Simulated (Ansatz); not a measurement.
The figure comes from a scan of Nb (bcc, W type): the cell is scaled evenly about its relaxed volume V₀. These are PBE (plane waves to 420 eV, PAW, scalar-relativistic; Ansatz, an electronic-structure program) values and carry that method's errors. k mesh 20×20×20 (Γ-centred), Fermi-Dirac smearing 0.05 eV. The energy includes the smearing's −TS. Nb is run without spin polarisation. Nb was relaxed with its symmetry unable to fall. The PAW data are Ansatz's earlier set. ΔE is measured from the relaxed starting cell.

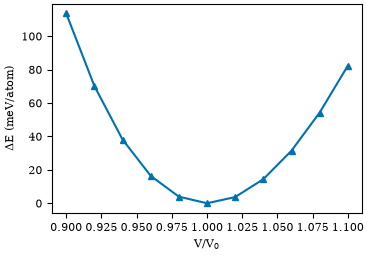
Figure. ΔE (meV/atom) against V/V₀; markers are the computed points, lines only join them.

**Question.** List the plotted points as numbers.

**Answer.** To the nearest 2:

```tsv
V/V₀	ΔE (meV/atom)
0.900	114
0.920	70
0.940	38
0.960	16
0.980	4
1.000	0
1.020	4
1.040	14
1.060	32
1.080	54
1.100	82
```

(Under strain, the slope of the energy per volume gives the stress and its curvature an elastic modulus.)
